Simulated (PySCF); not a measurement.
Te(Et)(SeH), SMILES [SeH][Te]CC, B3LYP/def2-SVP optimised geometry. Atoms within 1.6 Å of the plane z = 0.0 Å (x, y, z in Å): Te1 (1.37, -0.74, 0.00), Se9 (-1.19, -0.74, 0.00), H10 (-1.37, 0.74, 0.00).

Level of theory: B3LYP/def2-TZVP, def2 effective core potentials past Kr (PySCF). The core electrons that the potentials of Te replace are not part of the density. Cells within 0.4 Å of a nucleus heavier than hydrogen are left out (blank, or x).

Map of the log10 of the electron density (e/bohr³), floored at −4 on the plane z = 0.0 Å:

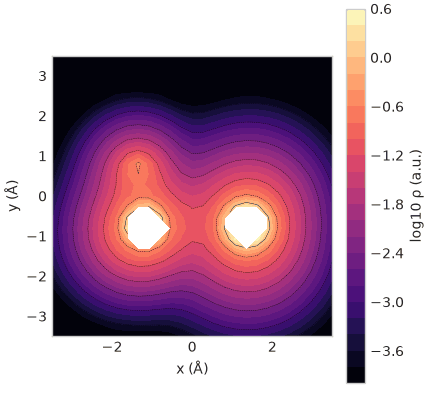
*Log10 of the electron density (e/bohr³), floored at −4 on the plane z = 0.0 Å.*
